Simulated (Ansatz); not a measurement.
The figure comes from a scan of HfC (rock salt): the crystal slips on the {100} plane by s times a lattice vector of 3.28 Å, no atom relaxing, γ being the energy change per area. Calculation: r2SCAN (plane waves to 500 eV, PAW, scalar-relativistic; Ansatz, a first-principles code). k mesh 12×12×12 (Γ-centred), Fermi-Dirac smearing 0.05 eV. Stress and pressure are positive under compression. Faults lie only 7.0 Å apart, and holding the cell height and the atoms raises γ above its relaxed value. HfC is run without spin polarisation. HfC was relaxed with its symmetry unable to fall. Spin-orbit coupling is left out, though Hf is heavy. 

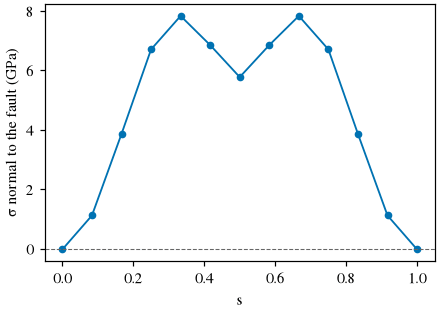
Figure. σ normal to the fault (GPa) against s; computed points joined by lines (the last repeats the first, one period on).

Q: Read the plotted values off the figure, to the accuracy that the plot allows.

A: To the nearest 0.1:

| s | σ normal to the fault (GPa) |
|---|---|
| 0.000 | 0.0 |
| 0.083 | 1.1 |
| 0.167 | 3.9 |
| 0.250 | 6.7 |
| 0.333 | 7.8 |
| 0.417 | 6.9 |
| 0.500 | 5.8 |
| 0.583 | 6.9 |
| 0.667 | 7.8 |
| 0.750 | 6.7 |
| 0.833 | 3.9 |
| 0.917 | 1.1 |

(The slope of γ gives the shear force per area between the displaced halves; near zero shift its curvature is an elastic stiffness.)
